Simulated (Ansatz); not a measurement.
Structure (in its standard cell), coordinates from a relaxation with DFT, PAW plane waves, r2scan in Ansatz 0.2.0; the starting structure was generated, so it need not be a known form of this composition:

```
La Bi Mg S
1.0
     7.14861    0.00000    0.00000
    -3.57430    6.19087    0.00000
     0.00000    0.00000   17.65532
La Bi Mg S
6 3 3 18
Direct
  0.00000 0.00000 0.70838
  0.66667 0.33333 0.62496
  0.66667 0.33333 0.04171
  0.33333 0.66667 0.95829
  0.33333 0.66667 0.37504
  0.00000 0.00000 0.29162
  0.33333 0.66667 0.66667
  0.00000 0.00000 0.00000
  0.66667 0.33333 0.33333
  0.66667 0.33333 0.83333
  0.33333 0.66667 0.16667
  0.00000 0.00000 0.50000
  0.04330 0.73291 0.58676
  0.68961 0.95670 0.58676
  0.26709 0.31039 0.58676
  0.97706 0.37663 0.74657
  0.39957 0.02294 0.74657
  0.62337 0.60043 0.74657
  0.70996 0.06624 0.92010
  0.35628 0.29004 0.92010
  0.93376 0.64372 0.92010
  0.64372 0.70996 0.07990
  0.06624 0.35628 0.07990
  0.29004 0.93376 0.07990
  0.37663 0.39957 0.25343
  0.02294 0.62337 0.25343
  0.60043 0.97706 0.25343
  0.31039 0.04330 0.41324
  0.73291 0.68961 0.41324
  0.95670 0.26709 0.41324
```

> What does the kinematic electron diffraction pattern along [001] look like at 200 kV (B = 1 Å²)?

The spots form a hexagonal net with both shortest vectors at d = 3.57 Å, 60.0° apart. They are 2 -1 0 and 1 1 0. The pattern has symmetry 6 (to the eye close to 6mm). The lattice centring (R) removes all reflections that break −h + k + l = 3n.

Strongest reflections with d > 1.10 Å, one of each family (|F|² from tabulated Gaussian fits of the electron scattering factors, times a small damping for the curvature of the Ewald sphere):

| hkl | d (Å) | I (strongest = 100) |
| --- | --- | --- |
| 3 0 0 | 2.064 | 100 |
| 2 -1 0 | 3.574 | 58 |
| 4 -2 0 | 1.787 | 24 |
| 5 -4 0 | 1.351 | 16 |
| 6 -3 0 | 1.191 | 13 |
| 5 -1 0 | 1.351 | 10 |

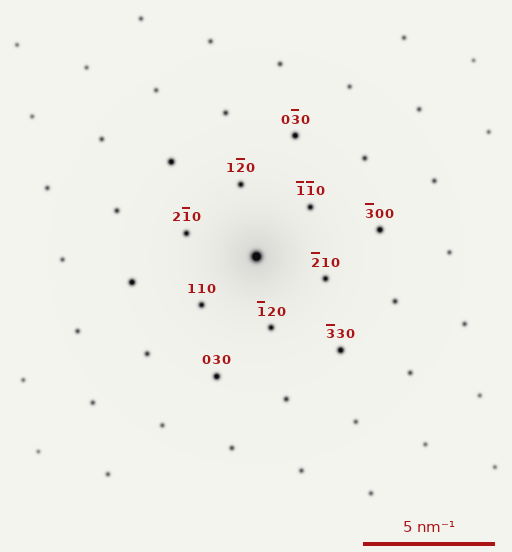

Calculated pattern, seen from the source side with [001] pointing towards the source.
